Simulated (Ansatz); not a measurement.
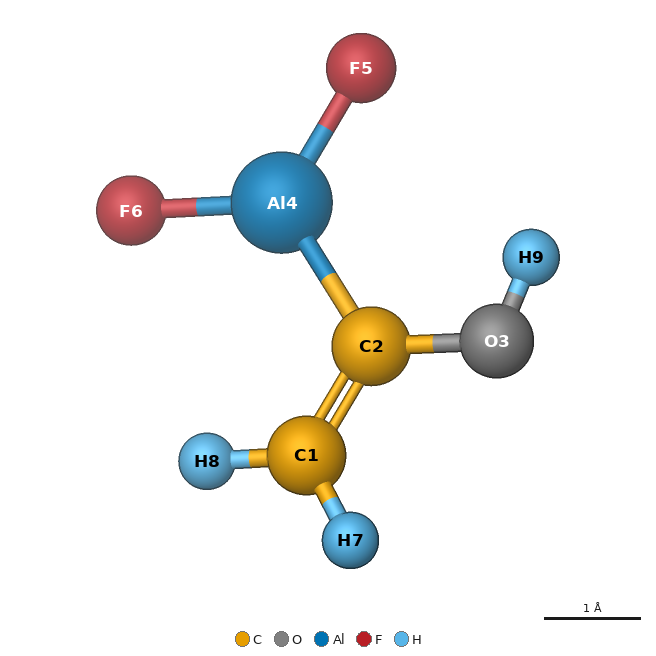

Orthographic view. Atoms fade into the background with distance from the viewer. The computed structure is the end point of a PBE0-D4/def2-TZVP optimisation. No frequency run is at hand to confirm it as a minimum.

Give the geometry as a Z-matrix, atoms in numerical order, with these reference atoms: 2 to 1; 3 to 2, 1; 4 to 2, 1, 3; 5 to 4, 2, 1; 6 to 4, 5, 2; 7 to 1, 2, 3; 8 to 1, 7, 2; 9 to 3, 2, 1.

```
C  
C    1   1.336
O    2   1.366   1   119.2
Al   2   1.929   1   117.7   3   180.0
F    4   1.644   2   117.8   1   180.0
F    4   1.638   5   119.6   2   180.0
H    1   1.087   2   121.9   3     0.0
H    1   1.083   7   118.0   2   180.0
H    3   0.960   2   110.3   1   180.0
```
